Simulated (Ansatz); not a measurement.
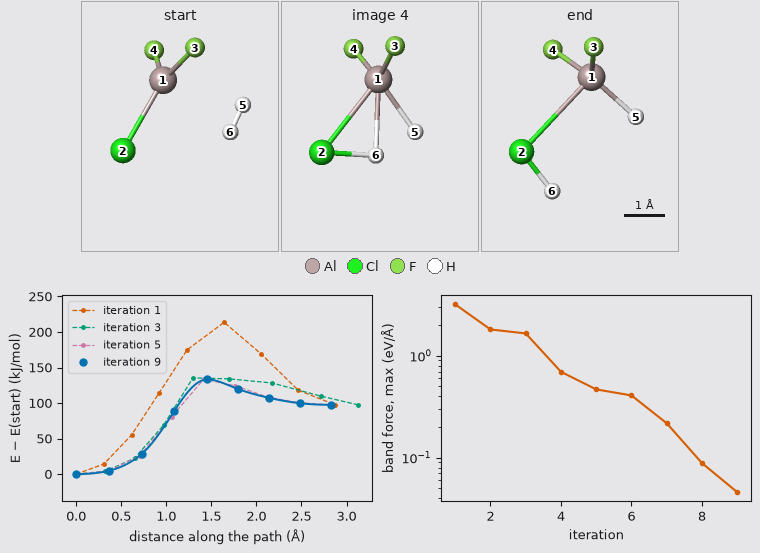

NEB run on AlH$_{2}$ClF$_{2}$, made up at the start of AlClF₂ and H$_{2}$. Images are numbered from 0 (start) to 8 (end). The plot follows the band through its iterations. Style: ball-and-stick. Shown at a tilt.

Method: RKS B3LYP/cc-pVDZ (Ansatz 0.2.0).

Input file:
```yaml
crystal:
  periodic: [false, false, false]
  atoms:
    - { symbol: Al, position_ang: [0.004908, 0.1043, 0.27793] }
    - { symbol: Cl, position_ang: [-0.01093, 0.819533, 2.258039] }
    - { symbol: F, position_ang: [1.449532, -0.003913, -0.571032] }
    - { symbol: F, position_ang: [-1.435214, -0.085511, -0.564666] }
    - { symbol: H, position_ang: [0.07075, -2.147258, 0.445605] }
    - { symbol: H, position_ang: [0.064855, -1.95275, 1.189125] }
basis:
  gaussian: { orbitals: cc-pVDZ }
hamiltonian:
  xc: b3lyp
neb:
  order_check: false
  images: 7
  f_tol: 0.05
  max_iterations: 60
  final_atoms:
    - { symbol: Al, position_ang: [0.02168715, -0.52505908, -0.35591811] }
    - { symbol: Cl, position_ang: [0.01180112, 0.00288848, 2.29486943] }
    - { symbol: F, position_ang: [1.43843593, 0.33415163, -0.69012538] }
    - { symbol: F, position_ang: [-1.44314705, 0.25192887, -0.68401706] }
    - { symbol: H, position_ang: [0.06655001, -2.08493204, -0.19222504] }
    - { symbol: H, position_ang: [0.04857384, -1.24457686, 2.66241716] }
  initial_path:
    images:
      - { positions_ang: [[0.004908, 0.1043, 0.27793], [-0.01093, 0.819533, 2.258039], [1.449532, -0.003913, -0.571032], [-1.435214, -0.085511, -0.564666], [0.07075, -2.147258, 0.445605], [0.064855, -1.95275, 1.189125]] }
      - { positions_ang: [[0.00304084, 0.07338531, 0.20346291], [-0.00892798, 0.63385655, 2.33309625], [1.45240914, -0.01388019, -0.64437649], [-1.44289179, -0.07861858, -0.63957247], [0.0739584, -2.0502612, 0.49217705], [0.06631239, -1.83008089, 1.29021374]] }
      - { positions_ang: [[0.00117368, 0.04247062, 0.12899582], [-0.00692596, 0.44818011, 2.40815351], [1.45528629, -0.02384739, -0.71772098], [-1.45056959, -0.07172616, -0.71447893], [0.0771668, -1.9532644, 0.5387491], [0.06776977, -1.70741178, 1.39130248]] }
      - { positions_ang: [[-0.00069347, 0.01155592, 0.05452873], [-0.00492394, 0.26250366, 2.48321076], [1.45816343, -0.03381458, -0.79106547], [-1.45824738, -0.06483373, -0.7893854], [0.08037521, -1.8562676, 0.58532115], [0.06922716, -1.58474267, 1.49239122]] }
      - { positions_ang: [[-0.00256063, -0.01935877, -0.01993836], [-0.00292192, 0.07682722, 2.55826802], [1.46104057, -0.04378177, -0.86440996], [-1.46592518, -0.05794131, -0.86429186], [0.08358361, -1.7592708, 0.6318932], [0.07068454, -1.46207357, 1.59347996]] }
      - { positions_ang: [[0.00350131, -0.14578385, -0.1039333], [0.00075884, 0.05834253, 2.49241837], [1.45538941, 0.05070158, -0.82083882], [-1.46023065, 0.01952623, -0.81922316], [0.07932521, -1.84068611, 0.42586364], [0.06515687, -1.40769939, 1.86071426]] }
      - { positions_ang: [[0.00956326, -0.27220892, -0.18792823], [0.0044396, 0.03985785, 2.42656873], [1.44973825, 0.14518493, -0.77726767], [-1.45453611, 0.09699378, -0.77415446], [0.07506681, -1.92210142, 0.21983408], [0.05962919, -1.35332521, 2.12794856]] }
      - { positions_ang: [[0.0156252, -0.398634, -0.27192317], [0.00812036, 0.02137316, 2.36071908], [1.44408709, 0.23966828, -0.73369652], [-1.44884158, 0.17446133, -0.72908576], [0.07080841, -2.00351673, 0.01380452], [0.05410152, -1.29895104, 2.39518286]] }
      - { positions_ang: [[0.02168715, -0.52505908, -0.35591811], [0.01180112, 0.00288848, 2.29486943], [1.43843593, 0.33415163, -0.69012538], [-1.44314705, 0.25192887, -0.68401706], [0.06655001, -2.08493204, -0.19222504], [0.04857384, -1.24457686, 2.66241716]] }
```

Command:
```bash
ansatz run input.yaml --threads 1 --pin off --max-ram 2048MiB --backend cpu --events-out ev --progress --plain --runs-dir out
```

Q: Did the band converge, and can the barrier be trusted?

A: The result is final at these settings. The band converged in 9 iterations. The largest component of the band force went from 3.2 to 0.046 eV/Å. The climbing image converged on the top of the path. Its vibrational analysis gives one imaginary mode (775i cm⁻¹), as a transition state must have. The first iteration put the highest image at 213.6 kJ/mol. Forward barrier 133.3 kJ/mol, backward barrier 35.8 kJ/mol, with image 4 at the top; the reaction energy is +97.5 kJ/mol.

Limits of the set-up: the start holds two separate molecules, 2.3 Å apart at their closest, whose relative position is a soft coordinate and is computed without a dispersion correction.
